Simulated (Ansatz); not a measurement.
## A convergence test on CeO2 (Fm-3m): wavefunction cutoff

Aim: see how gap, energy and time of CeO2 (Fm-3m) follow the wavefunction cutoff.

Method: DFT, PBE, plane waves, PAW; PAW set soft_1, in Ansatz 0.2.0.

### Step 1. The structure

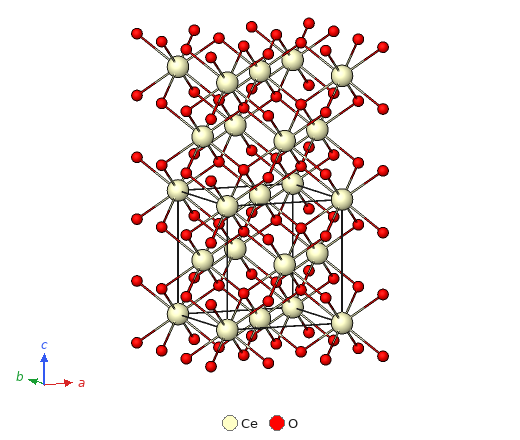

Start, viewed slightly off an axis; cerium light yellow, oxygen red. 1×1×2 cells are drawn. This picture shows the conventional cell, with its axes. Some periodic images of atoms are drawn too.

Coordinates:

```cif
data_structure
_symmetry_space_group_name_H-M 'P 1'
_symmetry_Int_Tables_number 1
_cell_length_a 3.8235
_cell_length_b 3.8235
_cell_length_c 3.8235
_cell_angle_alpha 60.000
_cell_angle_beta 60.000
_cell_angle_gamma 60.000
_cell_volume 39.53
loop_
_atom_site_label
_atom_site_type_symbol
_atom_site_fract_x
_atom_site_fract_y
_atom_site_fract_z
_atom_site_occupancy
Ce1 Ce 0.00000 0.00000 0.00000 1
O2 O 0.25000 0.25000 0.25000 1
O3 O 0.75000 0.75000 0.75000 1
```

The cell and positions come from the Crystallography Open Database and are kept as given unless a step says otherwise. Spin-orbit coupling is left out unless a step names it.

### Step 2. Wavefunction cutoff: 190 eV

File input.yaml:

```yaml
crystal:
  lattice:
    - [0.0, 2.70365, 2.70365]
    - [2.70365, 0.0, 2.70365]
    - [2.70365, 2.70365, 0.0]
  atoms:
    - { symbol: Ce, position: [0.0, 0.0, 0.0] }
    - { symbol: O, position: [0.25, 0.25, 0.25] }
    - { symbol: O, position: [0.75, 0.75, 0.75] }
kpoints:
  mp_grid: { grid: [8, 8, 8] }
  band_path:
    path:
      - [0.0, 0.0, 0.0]
      - [0.5, 0.0, 0.5]
      - [0.625, 0.25, 0.625]
      - [0.375, 0.375, 0.75]
      - [0.5, 0.5, 0.5]
      - [0.5, 0.25, 0.75]
      - [0.2625, 0.2625, 0.525]
    npoints: 1
hamiltonian:
  xc: pbe
  pseudopotentials: { kind: paw, azcp: { folder: soft_1 } }
scf:
  occupations: { method: fermi_dirac, width: 0.02 }
  n_extra_bands: 5
  max_iter: 80
output:
  eigenvalues: true
  forces: true
  stress: true
basis:
  ecutwfc: 190.0
```

Launch:

```
ansatz run input.yaml --threads 3 --pin off --max-ram 92160MiB --backend cuda --events-out ev --progress --plain --runs-dir out --devices 1 --max-vram 13GiB
```

Numbers of over 12 decimals in the logs are rounded to 6 here.

The program printed:

```text
Warning: basis.ecutwfc = 190 eV is below the records' recommended 420 eV, and the density's cutoff is lower with it unless basis.ecutrho_ratio is high enough to keep the records' density cutoff: compare with a run at a higher cutoff
scf.n_extra_bands = 5 over 12 filled bands (N_el = 24.0): the run solves 17 bands
GPUs: using 1 of 1 available (devices: 1).
Engine: ansatz 0.2.0, x86_64-unknown-linux-gnu
Pseudopotentials: kind: paw
Pseudopotential: Ce, paw, valence charge 12, recommended cutoff 420 eV (normal), soft_1/Ce.paw.azcp
Pseudopotential: O, paw, valence charge 6, recommended cutoff 420 eV (normal), soft_1/O.paw.azcp
Functional definition: PBE
  parameter kappa = 0.804
  parameter beta = 0.066725
  exchange = pbe_x(kappa = kappa, mu = beta*pi^2/3)
  correlation = pbe_c(beta = beta)
device memory: the entry about to start is reckoned to put 0.6 GiB on a device that reports 52.4 GiB free (of which the cap on the GPU budget leaves the run 13.0 GiB)
GPU FFT provider: cuFFT
GPU libraries: cuBLAS 13.8.2, cuFFT 12.4.0, cuSOLVER 12.3.4
Crystal: 3 atoms, lattice volume = 39.526 Å³
Basis set: ecut = 190 eV, 259 PW (Γ), exchange–correlation on 36×36×36 points (8 copies of the dense FFT grid, shifted against one another)
Bands: 17, of which v1, the nominal top of the filled ones, is band 12 counted from 1 (11 counted from 0)
Symmetry: 48 space group operations
Space group: Fm-3m (ITA 225), of the structure as read, at distance tolerance 3.4e-5 Å
k-points: 29 of 512
Non-local potential: Ce, projectors of the file, l = 0: 3, l = 1: 2, l = 2: 2, l = 3: 3
Non-local potential: O, projectors of the file, l = 0: 2, l = 1: 2, l = 2: 1
PAW form: soft (Blöchl's): semilocal exchange-correlation on the pseudo side does not see the compensation charge
PAW one-centre angular grid: Ce, 590 points (default); XC on 64 Gauss nodes
PAW one-centre angular grid: O, 110 points (default); XC on 64 Gauss nodes
Initial density: superposition of atomic densities (chi_scale 0.1, normalization cell, long waves kept (reshape's long-wave potential 0.00 eV rms))
Initial wavefunctions: pseudopotential atomic-orbital guess
GPU buffer pool allocated for 5832 grid points (all kernels)
GPU transforms: local potential and band sums: pruned to the plane-wave sphere, on 18×18×18
Functional: x = pbe(κ = 0.804, μ = 0.219515), c = pbe(β = 0.066725)
SCF iter   1: F=—  HF=-7702.972499 eV  |F-HF|=—  |Δ(HF+E_count)|=         —  Δρ=1.75e-1  dr2=5.06e0  ethr=3.10e-3  ⟨swp⟩=4.0  Hψ=1979  notcnv=0
preconditioner: auto → none  [insulator: Δε(μ)=1.965 eV  Ē_g=11.577 eV  σ=0.020 eV  W_gap=1.00  n_scr=14 (ndim 8)  ℏωp=27.7 eV  f_vac=0.000  D(μ)=0.00/eV (n_scr^D=0)  ε∞_Penn≈6.7]
SCF iter   2: F=—  HF=-7701.437378 eV  |F-HF|=—  |Δ(HF+E_count)|=    1.54e0  Δρ=5.64e-2  dr2=8.28e-1  ethr=3.10e-3  ⟨swp⟩=2.0  Hψ=1192  notcnv=0
SCF iter   3: F=—  HF=-7701.301308 eV  |F-HF|=—  |Δ(HF+E_count)|=   1.36e-1  Δρ=2.78e-2  dr2=9.85e-2  ethr=3.10e-3  ⟨swp⟩=2.1  Hψ=650  notcnv=0
SCF iter   4: F=—  HF=-7701.287357 eV  |F-HF|=—  |Δ(HF+E_count)|=   1.40e-2  Δρ=1.22e-2  dr2=1.74e-2  ethr=4.10e-4  ⟨swp⟩=1.0  Hψ=493  notcnv=0
SCF iter   5: F=—  HF=-7701.283568 eV  |F-HF|=—  |Δ(HF+E_count)|=   3.79e-3  Δρ=2.52e-3  dr2=7.92e-4  ethr=7.25e-5  ⟨swp⟩=3.0  Hψ=847  notcnv=0
SCF iter   6: F=—  HF=-7701.283481 eV  |F-HF|=—  |Δ(HF+E_count)|=   8.71e-5  Δρ=2.89e-4  dr2=1.32e-5  ethr=3.30e-6  ⟨swp⟩=2.9  Hψ=715  notcnv=0
SCF iter   7: F=—  HF=-7701.288757 eV  |F-HF|=—  |Δ(HF+E_count)|=   5.28e-3  Δρ=7.62e-5  dr2=1.43e-6  ethr=5.49e-8  ⟨swp⟩=2.0  Hψ=841  notcnv=0
SCF iter   8: F=—  HF=-7701.288757 eV  |F-HF|=—  |Δ(HF+E_count)|=   1.05e-7  Δρ=2.12e-5  dr2=1.97e-7  ethr=5.94e-9  ⟨swp⟩=2.9  Hψ=814  notcnv=0
SCF iter   9: F=-7701.288757 eV  HF=-7701.288757 eV  |F-HF|=5.68e-9  |Δ(HF+E_count)|=   1.74e-8  Δρ=6.39e-6  dr2=1.11e-8  ethr=4.17e-10  ⟨swp⟩=3.7  Hψ=1725  notcnv=0
SCF 1 converged in 9 iterations: F = -7701.288757 eV  dr2 = 1.11e-8
[...]
device memory: the entry about to start is reckoned to put 0.6 GiB on a device that reports 48.9 GiB free (of which the cap on the GPU budget leaves the run 13.0 GiB)
NSCF: frozen V_eff on 7 k-points
SCF converged after 9 iterations
Free energy (F): -7701.288757 eV
Harris-Foulkes:  -7701.288757 eV  (|F-HF|=5.68e-9)
Internal energy: -7701.288757 eV  (E = F + TS)
E sigma→0 (E₀):  -7701.288757 eV
Fermi energy:    12.330901 eV
--- Per-component energies (eV) ---
  E_band       = 18.044943
  E_kinetic    = 614.997428
  E_local      = -889.356111  (includes V_loc(G=0)·N_el)
  E_nonlocal   = 164.111860
  E_hartree    = 326.592752
  E_xc         = -305.709593
  E_vxc        = -375.207392  (∫ρ·V_xc dr)
  E_paw        = -5881.327259  (= ΣΔE_a)
  E_vpaw       = -149.703216  (= ΣTr[D̂ρ^β])
  E_aug_tail   = 0.018010  (compensation charges beyond the density's cutoff)
  E_ewald      = -1730.615845
  E_smearing   = -0.000000  (= −TS)
  E_closure    = 0.000000  (closes the sum)
  Σ components = -7701.288757   (vs F -7701.288757, Δ=0.00e0)
--- Forces (eV/Å), atoms counted from 1 ---
  atom   1  Ce    -0.00000000     0.00000000     0.00000000
  atom   2  O      0.00000000    -0.00000000     0.00000000
  atom   3  O      0.00000000    -0.00000000    -0.00000000
  max |Σ_I F_I| component: 2.31e-17 eV/Å
--- Stress (GPa, compression-positive) ---
      -14.498837       0.000000      -0.000000
        0.000000     -14.498837       0.000000
       -0.000000      -0.000000     -14.498837
  P = ⅓ Tr σ = -14.4988 GPa (-144.988 kbar)
--- Band table (eV; the first three rows and the last of 29) ---
  k-point 0: bands = [... 8 lower, 6.7169, 10.2640, 10.2640, 10.2640, 13.4929, 13.4929, 13.4929, 13.8640, ... 1 higher]
  k-point 1: bands = [... 8 lower, 7.4060, 10.4368, 10.4417, 10.4417, 13.5138, 14.0028, 14.0028, 14.3118, ... 1 higher]
  k-point 2: bands = [... 8 lower, 8.4590, 10.0061, 10.3542, 10.3542, 13.7757, 14.1207, 14.1207, 14.6771, ... 1 higher]
  k-point 28: bands = [... 8 lower, 10.0022, 10.0022, 10.6737, 11.0008, 13.8454, 14.5334, 14.5334, 15.0502, ... 1 higher]
```

Elapsed: 11 s, on 1 × NVIDIA H100 80GB HBM3 (shared by 6 runs) with 3 threads of AMD EPYC 7R13 (Zen 3), shared host; peak memory 0.92 GiB; 5.1 s of CPU time.

This step gave:

| Item | Value |
| --- | --- |
| pressure | -14.50 GPa |
| gap | 2.158 eV |
| valence top at | U |
| conduction bottom at | L |
| least direct gap | 2.631 eV |

The gap is indirect, with the least direct gap 0.47 eV higher.

### Step 3. Wavefunction cutoff: 290 eV

Edit input.yaml of step 2 so:

```diff
@@ -25,3 +25,3 @@
 scf:
-  occupations: { method: fermi_dirac, width: 0.02 }
+  occupations: { method: fixed }
   n_extra_bands: 5
@@ -33,2 +33,2 @@
 basis:
-  ecutwfc: 190.0
+  ecutwfc: 290.0
```

The program printed:

```text
[...]
GPUs: using 1 of 1 available (devices: 1).
[...]
GPU FFT provider: cuFFT
GPU libraries: cuBLAS 13.8.2, cuFFT 12.4.0, cuSOLVER 12.3.4
Crystal: 3 atoms, lattice volume = 39.526 Å³
Basis set: ecut = 290 eV, 459 PW (Γ), exchange–correlation on 48×48×48 points (8 copies of the dense FFT grid, shifted against one another)
[...]
k-point 0: bands = [... 8 lower, 6.9849, 10.1712, 10.1712, 10.1712, 13.1356, 13.1356, 13.1356, 13.4121, ... 1 higher]
  k-point 1: bands = [... 8 lower, 7.3504, 10.0723, 10.1433, 10.1433, 13.1277, 13.1277, 13.1578, 13.4510, ... 1 higher]
  k-point 2: bands = [... 8 lower, 8.2797, 9.8376, 10.0430, 10.0430, 13.0874, 13.0874, 13.1552, 13.3500, ... 1 higher]
  k-point 28: bands = [... 8 lower, 9.7865, 9.7865, 10.1116, 10.1715, 12.9242, 13.0061, 13.0061, 13.2726, ... 1 higher]
[key lines of the parts left out:]
SCF converged after 10 iterations
Free energy (F): -7715.085106 eV
Fermi energy:    10.855339 eV
P = ⅓ Tr σ = 5.7408 GPa (57.408 kbar)
```

It took 6.7 s on 1 × NVIDIA H100 80GB HBM3 (shared by 6 runs) with 3 threads; peak memory 0.91 GiB; 3.4 s of CPU time.

This step gave:

```yaml
pressure: 5.741 GPa
gap: 1.984 eV
valence_top_at: k = (0.263, 0.263, 0.525)
conduction_bottom_at: L
least_direct_gap: 2.076 eV
```

The gap is 1.984 eV, −0.175 eV from the run before at this level.

### Step 4. Wavefunction cutoff: 420 eV (the default)

input.yaml, the sections that differ from step 3:

```yaml
kpoints:
  mp_grid: { grid: [8, 8, 8] }
  band_path:
    path:
      - [[0.0, 0.0, 0.0], [0.5, 0.0, 0.5], [0.625, 0.25, 0.625]]
      - [[0.375, 0.375, 0.75], [0.0, 0.0, 0.0], [0.5, 0.5, 0.5], [0.5, 0.25, 0.75], [0.5, 0.0, 0.5]]
    npoints: 10
scf:
  occupations: { method: fermi_dirac, width: 0.02 }
  n_extra_bands: 5
output:
  eigenvalues: true
  forces: true
  stress: true
  write_density: true
  write_potential: true
  elf: true
  volumetric_format: npy
# crystal, hamiltonian: as in step 3
# basis: removed
```

The program printed:

```text
[...]
GPUs: using 1 of 1 available (devices: 1).
[...]
GPU FFT provider: cuFFT
GPU libraries: cuBLAS 13.8.2, cuFFT 12.4.0, cuSOLVER 12.3.4
Crystal: 3 atoms, lattice volume = 39.526 Å³
Basis set: ecut = 420 eV, 749 PW (Γ), exchange–correlation on 54×54×54 points (8 copies of the dense FFT grid, shifted against one another)
[...]
k-point 0: bands = [... 8 lower, 6.9568, 10.2228, 10.2228, 10.2228, 13.1432, 13.1432, 13.1432, 13.3961, ... 1 higher]
  k-point 1: bands = [... 8 lower, 7.3537, 10.0835, 10.1668, 10.1668, 13.1280, 13.1280, 13.1446, 13.4161, ... 1 higher]
  k-point 2: bands = [... 8 lower, 8.2877, 9.8359, 10.0641, 10.0641, 13.0770, 13.0770, 13.1480, 13.3242, ... 1 higher]
  k-point 28: bands = [... 8 lower, 9.7860, 9.7860, 10.0987, 10.1652, 12.8859, 13.0079, 13.0079, 13.2563, ... 1 higher]
[key lines of the parts left out:]
SCF converged after 8 iterations
Free energy (F): -7716.016164 eV
Fermi energy:    11.828168 eV
P = ⅓ Tr σ = 5.8789 GPa (58.789 kbar)
```

Elapsed: 9.1 s, on 1 × NVIDIA H100 80GB HBM3 (shared by 6 runs) with 3 threads; peak memory 0.94 GiB; 5.4 s of CPU time.

This step gave:

```
pressure             : 5.879 GPa
gap                  : 1.958 eV
valence top at       : k = (0.263, 0.263, 0.525)
conduction bottom at : L
least direct gap     : 2.056 eV
```

The gap is 1.958 eV, −0.025 eV from the run before at this level.

### Step 5. Wavefunction cutoff: 630 eV

input.yaml, the sections that differ from step 4:

```yaml
kpoints:
  mp_grid: { grid: [8, 8, 8] }
  band_path:
    path:
      - [0.0, 0.0, 0.0]
      - [0.5, 0.0, 0.5]
      - [0.625, 0.25, 0.625]
      - [0.375, 0.375, 0.75]
      - [0.5, 0.5, 0.5]
      - [0.5, 0.25, 0.75]
      - [0.2625, 0.2625, 0.525]
    npoints: 1
scf:
  occupations: { method: fixed }
  n_extra_bands: 5
  max_iter: 80
output:
  eigenvalues: true
  forces: true
  stress: true
basis:
  ecutwfc: 630.0
# crystal, hamiltonian: as in step 4
```

The program printed:

```text
[...]
GPUs: using 1 of 1 available (devices: 1).
[...]
GPU FFT provider: cuFFT
GPU libraries: cuBLAS 13.8.2, cuFFT 12.4.0, cuSOLVER 12.3.4
Crystal: 3 atoms, lattice volume = 39.526 Å³
Basis set: ecut = 630 eV, 1411 PW (Γ), exchange–correlation on 64×64×64 points (8 copies of the dense FFT grid, shifted against one another)
[...]
k-point 0: bands = [... 8 lower, 6.9561, 10.2226, 10.2226, 10.2226, 13.1433, 13.1433, 13.1433, 13.3963, ... 1 higher]
  k-point 1: bands = [... 8 lower, 7.3537, 10.0836, 10.1667, 10.1667, 13.1281, 13.1281, 13.1447, 13.4163, ... 1 higher]
  k-point 2: bands = [... 8 lower, 8.2876, 9.8359, 10.0640, 10.0640, 13.0772, 13.0772, 13.1481, 13.3243, ... 1 higher]
  k-point 28: bands = [... 8 lower, 9.7860, 9.7860, 10.0988, 10.1653, 12.8860, 13.0080, 13.0080, 13.2564, ... 1 higher]
[key lines of the parts left out:]
SCF converged after 8 iterations
Free energy (F): -7716.023122 eV
Fermi energy:    10.846851 eV
P = ⅓ Tr σ = 5.8690 GPa (58.690 kbar)
```

Elapsed: 9.9 s, on 1 × NVIDIA H100 80GB HBM3 (shared by 6 runs) with 3 threads; peak memory 0.92 GiB; 6.1 s of CPU time.

This step gave:

| Property | Result |
| --- | --- |
| pressure | 5.869 GPa |
| gap | 1.958 eV |
| valence top at | k = (0.263, 0.263, 0.525) |
| conduction bottom at | L |
| least direct gap | 2.056 eV |

The gap is 1.958 eV, as in the run before at this level.

### Step 6. The series

Differences are against the last row; a negative gap means that bands overlap, and a run with a band path holds that path's time. Times are wall times on 1 × NVIDIA H100 80GB HBM3 (shared by 6 runs) with 3 threads of AMD EPYC 7R13 (Zen 3), shared host, good to a factor of about two.

| wavefunction cutoff | gap (eV) | direct gap (eV) | gap error (eV) | energy error (meV/atom) | irreducible k | time |
| --- | --- | --- | --- | --- | --- | --- |
| 190 eV | 2.158 | 2.631 | +0.200 | +4911.5 | 29 | 11 s |
| 290 eV | 1.984 | 2.076 | +0.025 | +312.7 | 29 | 6.7 s |
| 420 eV | 1.958 | 2.056 | −0.0001 | +2.3 | 29 | 9.1 s |
| 630 eV | 1.958 | 2.056 | +0.000 | +0.0 | 29 | 9.9 s |

### Step 7. Summary of results

- 190 eV: 2.158 eV
- 290 eV: 1.984 eV
- 420 eV: 1.958 eV
- 630 eV: 1.958 eV

The gap holds to 0.02 eV from 420 eV on. At 190 eV the gap is off by +0.200 eV and the energy by +4911 meV/atom. The runs have no spin polarisation. For a closed low-spin shell that is the natural state; where a d or f shell is open it is a constraint, and the gap is then not the crystal's own.

[Paths, hosts, dates, memory and timing lines, banners, echoed tables and standing remarks are left out of the program output.]

[Logs are printed without paths, hosts, clocks, repeated set-up lines and the standing remarks that a program may print on its own settings, such as how far it seeks lower states.]

[Runs of the session that timed out or met a known fault of the program may be left out.]

[Cells called generated may have been cut or substituted from an entry of the Crystallography Open Database or the Materials Project.]

[Hosts, paths, dates, database ids (printed as entryN), source tags and the programs' standing remarks are cut or masked in the printed files.]
